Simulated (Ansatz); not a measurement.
# F− with GeH₄: superposition error and deformation, part 2 of 2

Ansatz 0.2.0, Gaussian basis. The steps go on from the part before.

## Step 11: B3LYP-D4/def2-TZVPPD

The input, free-b/in.yaml:

```yaml
crystal:
  periodic: [false, false, false]
  atoms:
    - {symbol: Ge, position_ang: [-0.112041, 0.043214, 0.354080]}
    - {symbol: H, position_ang: [-0.329802, -1.413136, -0.077143]}
    - {symbol: H, position_ang: [-0.924617, 0.973242, -0.556467]}
    - {symbol: H, position_ang: [1.377968, 0.392264, 0.242876]}
    - {symbol: H, position_ang: [-0.571757, 0.220499, 1.807192]}
basis:
  gaussian: {orbitals: "def2-TZVPPD.json"}
hamiltonian: {xc: {name: B3LYP}, dispersion: d4}
```

Run with:

```sh
$ ansatz run in.yaml --threads 2 --pin off --events-out ev --progress --plain --max-ram 5222MiB
```

Standard output:

```text
Functional definition: B3LYP
  name "B3LYP"
  cite "Stephens, Devlin, Chabalowski & Frisch, J. Phys. Chem. 98, 11623 (1994) doi:10.1021/j100096a001"
  cite "Becke, Phys. Rev. A 38, 3098 (1988) doi:10.1103/PhysRevA.38.3098"
  cite "Lee, Yang & Parr, Phys. Rev. B 37, 785 (1988) doi:10.1103/PhysRevB.37.785"
  cite "Vosko, Wilk & Nusair, Can. J. Phys. 58, 1200 (1980) doi:10.1139/p80-159"
  parameter a0 = 0.2
  parameter ax = 0.72
  parameter ac = 0.81
  exchange = (1 - a0 - ax)*slater_x + ax*b88_x + a0*exact_x
  correlation = (1 - ac)*vwn_rpa_c + ac*lyp_c
650 factors; their error is unknown
mean field evaluation 1: about -56583.9159 eV, gradient 1.9e1 eV
mean field evaluation 2: about -56584.1543 eV, gradient 1.8e1 eV
mean field evaluation 4: about -56584.3433 eV, gradient 3.8e-1 eV
mean field evaluation 8: about -56584.5263 eV, gradient 6.2e-4 eV
mean field -56584.52628427 eV, -2079.4429865774 hartree, gradient 1.2e-5 eV, S^2 0.000000; 0 other end points of the search recorded, 0 dependent functions left out
reference -56584.52649194 eV, -2079.4429942092 hartree; 18, 18 occupied and 104, 104 virtual orbitals, 650 factors
Total energy: -56584.59646718 eV, -2079.4455657519 hartree
```

Run time: 1.4 s. Hardware: 2 threads of Intel Xeon Platinum 8175M at 2.50GHz, shared host.

## Step 12: wB97X-V/def2-TZVPPD

Edit free-b/in.yaml of step 11 so:

```diff
@@ -10,2 +10,2 @@
   gaussian: {orbitals: "def2-TZVPPD.json"}
-hamiltonian: {xc: {name: B3LYP}, dispersion: d4}
+hamiltonian: {xc: {name: wB97X-V}}
```

Run with:

```sh
$ ansatz run in.yaml --threads 2 --pin off --events-out ev --progress --plain --max-ram 5222MiB
```

Standard output, shortened:

```text
Functional definition: wB97X-V
  name "wB97X-V"
  cite "Mardirossian & Head-Gordon, Phys. Chem. Chem. Phys. 16, 9904 (2014) doi:10.1039/C3CP54374A"
  cite "Becke, J. Chem. Phys. 107, 8554 (1997) doi:10.1063/1.475007"
  cite "Vydrov & Van Voorhis, J. Chem. Phys. 133, 244103 (2010) doi:10.1063/1.3521275"
[...]
      + integral(e_c_pw_opposite_spin*poly(b97_u_opposite, cos0, cos1)) + vv10(b, c)
650 factors; their error is unknown
180 factors; integrals over basis functions are off by at most 1.2e-5 eV
[...]
mean field -56577.85093247 eV, -2079.1976719236 hartree, gradient 1.8e-5 eV, S^2 0.000000; 0 other end points of the search recorded, 0 dependent functions left out
reference -56577.85093092 eV, -2079.1976718667 hartree; 18, 18 occupied and 104, 104 virtual orbitals, 650 factors
Total energy: -56577.85093092 eV, -2079.1976718667 hartree
```

Run time: 3.7 s. Hardware: 2 threads of Intel Xeon Platinum 8175M at 2.50GHz, shared host.

## Step 13: wB97M-V/def2-TZVPPD

Edit free-b/in.yaml of step 12 so:

```diff
@@ -10,2 +10,2 @@
   gaussian: {orbitals: "def2-TZVPPD.json"}
-hamiltonian: {xc: {name: wB97X-V}}
+hamiltonian: {xc: {name: wB97M-V}}
```

Run with:

```sh
$ ansatz run in.yaml --threads 2 --pin off --events-out ev --progress --plain --max-ram 5222MiB
```

Standard output, shortened:

```text
Functional definition: wB97M-V
  name "wB97M-V"
  cite "Mardirossian & Head-Gordon, J. Chem. Phys. 144, 214110 (2016) doi:10.1063/1.4952647"
  cite "Becke, J. Chem. Phys. 107, 8554 (1997) doi:10.1063/1.475007"
  cite "Vydrov & Van Voorhis, J. Chem. Phys. 133, 244103 (2010) doi:10.1063/1.3521275"
  # Of w^i u^j: cxij and so on, Table III.
[...]
  gx(w, u) = 1 - cx + cx01*u + cx10*w
  gss(w, u) = css00 + css04*u^4 + css10*w + css20*w^2 + css43*w^4*u^3
  gos(w, u) = cos00 + cos10*w + (cos20 + cos21*u)*w^2 + (cos60 + cos61*u)*w^6
[...]
      + integral(e_c_pw_mod_opposite_spin*gos(b97_w_opposite, b97_u_opposite)) + vv10(b, c)
650 factors; their error is unknown
180 factors; integrals over basis functions are off by at most 1.2e-5 eV
[...]
mean field -56579.32490546 eV, -2079.2518394317 hartree, gradient 8.3e-6 eV, S^2 0.000000; 0 other end points of the search recorded, 0 dependent functions left out
reference -56579.32494378 eV, -2079.2518408399 hartree; 18, 18 occupied and 104, 104 virtual orbitals, 650 factors
Total energy: -56579.32494378 eV, -2079.2518408399 hartree
```

Wall time 3.4 s (2 threads of Intel Xeon Platinum 8175M at 2.50GHz, shared host).

## Step 14: B2PLYP/def2-TZVPPD

Edit free-b/in.yaml of step 13 so:

```diff
@@ -10,2 +10,2 @@
   gaussian: {orbitals: "def2-TZVPPD.json"}
-hamiltonian: {xc: {name: wB97M-V}}
+hamiltonian: {xc: {name: B2PLYP}}
```

Run with:

```sh
$ ansatz run in.yaml --threads 2 --pin off --events-out ev --progress --plain --max-ram 5222MiB
```

Standard output, shortened:

```text
Functional definition: B2PLYP
  name "B2PLYP"
  cite "Grimme, J. Chem. Phys. 124, 034108 (2006) doi:10.1063/1.2148954"
  cite "Becke, Phys. Rev. A 38, 3098 (1988) doi:10.1103/PhysRevA.38.3098"
  cite "Lee, Yang & Parr, Phys. Rev. B 37, 785 (1988) doi:10.1103/PhysRevB.37.785"
[...]
694 factors; integrals over basis functions are off by at most 7.0e-4 eV
[...]
mean field -56570.31352417 eV, -2078.9206772776 hartree, gradient 6.8e-6 eV, S^2 0.000000; 0 other end points of the search recorded, 0 dependent functions left out
9 core orbitals not correlated: weight in the atoms' cores, before any rotation towards them, 1.000 or more for the frozen orbitals, at most 0.000 for the correlated occupied ones
reference -56570.31365809 eV, -2078.9206821991 hartree; 9, 9 occupied and 104, 104 virtual orbitals, 694 factors
second order -9.30351051 eV of doubles, -0.00000000 eV of singles
Total energy: -56572.82560593 eV, -2079.0129945795 hartree
```

Wall time 2.4 s (2 threads of Intel Xeon Platinum 8175M at 2.50GHz, shared host).

## Step 15: BLYP-D4/def2-TZVPPD

Edit free-b/in.yaml of step 14 so:

```diff
@@ -10,2 +10,2 @@
   gaussian: {orbitals: "def2-TZVPPD.json"}
-hamiltonian: {xc: {name: B2PLYP}}
+hamiltonian: {xc: {name: BLYP}, dispersion: d4}
```

Run with:

```sh
$ ansatz run in.yaml --threads 2 --pin off --events-out ev --progress --plain --max-ram 5222MiB
```

Standard output:

```text
Functional definition: BLYP
  name "BLYP"
  cite "Becke, Phys. Rev. A 38, 3098 (1988) doi:10.1103/PhysRevA.38.3098"
  cite "Lee, Yang & Parr, Phys. Rev. B 37, 785 (1988) doi:10.1103/PhysRevB.37.785"
  parameter beta = 0.0042
  parameter a = 0.04918
  parameter b = 0.132
  parameter c = 0.2533
  parameter d = 0.349
  exchange = b88_x(beta = beta)
  correlation = lyp_c(a = a, b = b, c = c, d = d)
609 factors; their error is unknown
mean field evaluation 1: about -56583.1803 eV, gradient 2.8e1 eV
mean field evaluation 2: about -56583.6440 eV, gradient 3.1e1 eV
mean field evaluation 4: about -56584.2416 eV, gradient 6.3e-1 eV
mean field evaluation 8: about -56584.2387 eV, gradient 6.3e-4 eV
mean field -56584.23868355 eV, -2079.4324174461 hartree, gradient 7.5e-5 eV, S^2 0.000000; 0 other end points of the search recorded, 0 dependent functions left out
reference -56584.23895231 eV, -2079.4324273228 hartree; 18, 18 occupied and 104, 104 virtual orbitals, 609 factors
Total energy: -56584.33775335 eV, -2079.4360581941 hartree
```

It took 1.2 s on 2 threads of Intel Xeon Platinum 8175M at 2.50GHz, shared host.

## Step 16: revPBE-D4/def2-TZVPPD

Edit free-b/in.yaml of step 15 so:

```diff
@@ -10,2 +10,2 @@
   gaussian: {orbitals: "def2-TZVPPD.json"}
-hamiltonian: {xc: {name: BLYP}, dispersion: d4}
+hamiltonian: {xc: {name: revPBE}, dispersion: d4}
```

Run with:

```sh
$ ansatz run in.yaml --threads 2 --pin off --events-out ev --progress --plain --max-ram 5222MiB
```

Standard output:

```text
Functional definition: revPBE
  name "revPBE"
  cite "Zhang & Yang, Phys. Rev. Lett. 80, 890 (1998) doi:10.1103/PhysRevLett.80.890"
  cite "Perdew, Burke & Ernzerhof, Phys. Rev. Lett. 77, 3865 (1996) doi:10.1103/PhysRevLett.77.3865"
  parameter kappa = 1.245
  parameter beta = 0.06672455060314922
  exchange = pbe_x(kappa = kappa, mu = beta*pi^2/3)
  correlation = pbe_c(beta = beta)
609 factors; their error is unknown
mean field evaluation 1: about -56577.8315 eV, gradient 2.5e1 eV
mean field evaluation 2: about -56578.1832 eV, gradient 2.7e1 eV
mean field evaluation 4: about -56578.6569 eV, gradient 5.2e-1 eV
mean field evaluation 8: about -56578.6535 eV, gradient 3.5e-4 eV
mean field -56578.65352104 eV, -2079.2271665093 hartree, gradient 6.7e-5 eV, S^2 0.000000; 0 other end points of the search recorded, 0 dependent functions left out
reference -56578.65355898 eV, -2079.2271679036 hartree; 18, 18 occupied and 104, 104 virtual orbitals, 609 factors
Total energy: -56578.80052752 eV, -2079.2325688980 hartree
```

Wall time 1.1 s (2 threads of Intel Xeon Platinum 8175M at 2.50GHz, shared host).

## Step 17: B97M-V/def2-TZVPPD

Edit free-b/in.yaml of step 16 so:

```diff
@@ -10,2 +10,2 @@
   gaussian: {orbitals: "def2-TZVPPD.json"}
-hamiltonian: {xc: {name: revPBE}, dispersion: d4}
+hamiltonian: {xc: {name: B97M-V}}
```

Run with:

```sh
$ ansatz run in.yaml --threads 2 --pin off --events-out ev --progress --plain --max-ram 5222MiB
```

Standard output, shortened:

```text
Functional definition: B97M-V
  name "B97M-V"
  cite "Mardirossian & Head-Gordon, J. Chem. Phys. 142, 074111 (2015) doi:10.1063/1.4907719"
  cite "Becke, J. Chem. Phys. 107, 8554 (1997) doi:10.1063/1.475007"
  cite "Vydrov & Van Voorhis, J. Chem. Phys. 133, 244103 (2010) doi:10.1063/1.3521275"
  # Of w^i u^j: cxij and so on, Table III.
[...]
  gx(w, u) = cx00 + cx01*u + cx02*u^2 + (cx10 + cx11*u)*w
  gss(w, u) = css00 + css02*u^2 + css10*w + (css32*w^3 + css42*w^4)*u^2
  gos(w, u) = cos00 + cos01*u + cos03*u^3 + cos10*w + cos32*w^3*u^2
[...]
      + integral(e_c_pw_mod_opposite_spin*gos(b97_w_opposite, b97_u_opposite)) + vv10(b, c)
609 factors; their error is unknown
[...]
mean field -56572.57436953 eV, -2079.0037618120 hartree, gradient 2.1e-5 eV, S^2 0.000000; 0 other end points of the search recorded, 0 dependent functions left out
reference -56572.57441469 eV, -2079.0037634715 hartree; 18, 18 occupied and 104, 104 virtual orbitals, 609 factors
Total energy: -56572.57441469 eV, -2079.0037634715 hartree
```

Run time: 4 s. Hardware: 2 threads of Intel Xeon Platinum 8175M at 2.50GHz, shared host.

## Step 18: HSE06-D4/def2-TZVPPD

Edit free-b/in.yaml of step 17 so:

```diff
@@ -10,2 +10,2 @@
   gaussian: {orbitals: "def2-TZVPPD.json"}
-hamiltonian: {xc: {name: B97M-V}}
+hamiltonian: {xc: hse06, dispersion: d4}
```

Run with:

```sh
$ ansatz run in.yaml --threads 2 --pin off --events-out ev --progress --plain --max-ram 5222MiB
```

Standard output, shortened:

```text
Functional definition: HSE06
  name "HSE06"
  cite "Heyd, Scuseria & Ernzerhof, J. Chem. Phys. 118, 8207 (2003) doi:10.1063/1.1564060"
  cite "Krukau, Vydrov, Izmaylov & Scuseria, J. Chem. Phys. 125, 224106 (2006) doi:10.1063/1.2404663"
  cite "Heyd & Scuseria, J. Chem. Phys. 120, 7274 (2004) doi:10.1063/1.1668634"
  cite "Ernzerhof & Perdew, J. Chem. Phys. 109, 3313 (1998) doi:10.1063/1.476928"
  cite "Perdew, Burke & Ernzerhof, Phys. Rev. Lett. 77, 3865 (1996) doi:10.1103/PhysRevLett.77.3865"
  parent pbe
[...]
  # The whole range is PBE's own exchange, as in plane waves. The composition of these papers is wPBEh.
[...]
662 factors; their error is unknown
67 factors; integrals over basis functions are off by at most 1.8e-6 eV
[...]
mean field -56575.71485467 eV, -2079.1191725121 hartree, gradient 6.2e-5 eV, S^2 0.000000; 0 other end points of the search recorded, 0 dependent functions left out
reference -56575.71488703 eV, -2079.1191737016 hartree; 18, 18 occupied and 104, 104 virtual orbitals, 662 factors
Total energy: -56575.74738451 eV, -2079.1203679619 hartree
```

It took 1.5 s on 2 threads of Intel Xeon Platinum 8175M at 2.50GHz, shared host.

## Step 19: CCSD(T)/def2-TZVPPD

Edit free-b/in.yaml of step 18 so:

```diff
@@ -10,2 +10,2 @@
   gaussian: {orbitals: "def2-TZVPPD.json"}
-hamiltonian: {xc: hse06, dispersion: d4}
+correlation: {method: ccsd_t}
```

Run with:

```sh
$ ansatz run in.yaml --threads 2 --pin off --events-out ev --progress --plain --max-ram 5222MiB
```

Standard output, shortened:

```text
Functional definition: HF
  name "HF"
  cite "Fock, Z. Phys. 61, 126 (1930) doi:10.1007/BF01340294"
  parent pbe
[...]
694 factors; integrals over basis functions are off by at most 7.0e-4 eV
[...]
mean field -56536.53900433 eV, -2077.6794865666 hartree, gradient 2.9e-6 eV, S^2 0.000000; 0 other end points of the search recorded, 0 dependent functions left out
9 core orbitals not correlated: weight in the atoms' cores, before any rotation towards them, 1.000 or more for the frozen orbitals, at most 0.000 for the correlated occupied ones
reference -56536.53900433 eV, -2077.6794865666 hartree; 9, 9 occupied and 104, 104 virtual orbitals, 694 factors
second order -7.64823404 eV of doubles, -0.00000000 eV of singles
cycle   1  -7.82831977 eV  change   -1.8e-1 eV  update   7.3e-2
[...]
cycle   8  -8.18974700 eV  change   -8.6e-6 eV  update   9.2e-6
perturbative correction -0.23372452 eV, -0.0085892176 hartree
Total energy: -56544.96247584 eV, -2077.9890434351 hartree
```

Wall time 4.1 s (2 threads of Intel Xeon Platinum 8175M at 2.50GHz, shared host); peak memory 0.42 GiB.

## Step 20: The split

```csv
method,interaction with counterpoise (meV),without,superposition error,deformation,binding energy
PBE-D4,-1649,-1662,13,554,-1095
revPBE-D4,-1610,-1624,14,554,-1056
BLYP-D4,-1533,-1547,14,565,-969
r2SCAN-D4,-1831,-1840,10,630,-1201
B97M-V,-1924,-1932,8,641,-1283
PBE0-D4,-1800,-1809,9,629,-1171
B3LYP-D4,-1683,-1693,10,629,-1054
HSE06-D4,-1802,-1810,9,627,-1175
wB97X-V,-1778,-1787,9,678,-1100
wB97M-V,-1789,-1797,9,665,-1124
B2PLYP,-1652,-1688,36,671,-980
Hartree-Fock,-1846,-1854,8,779,-1068
MP2,-1677,-1776,100,723,-954
CCSD,-1710,-1802,91,685,-1025
CCSD(T),-1698,-1796,98,668,-1031
```

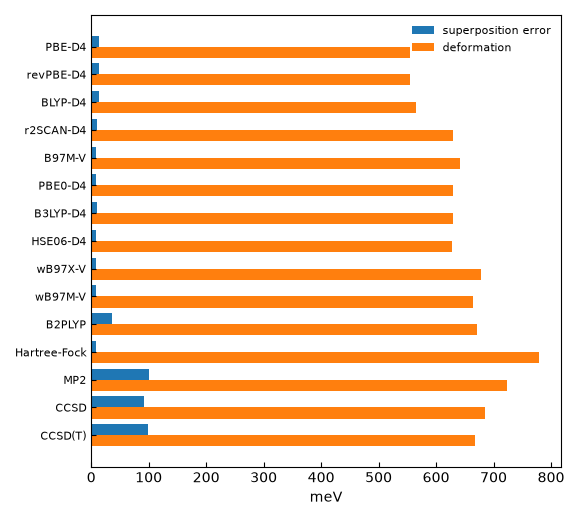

Superposition error and deformation energy by method.

## Step 21: Results

The summary covers parts 1 to 2.

| quantity | value |
| --- | --- |
| interaction, CCSD(T) | -1698 meV |
| superposition error | 98 meV |
| deformation | 668 meV |
| binding energy | -1031 meV |

What this shows: In this basis the superposition error is 98 meV for CCSD(T) and 11 meV on average for the plain functionals: correlated methods borrow far more, since they need many more functions to converge. Deformation takes back 39 % of the interaction.
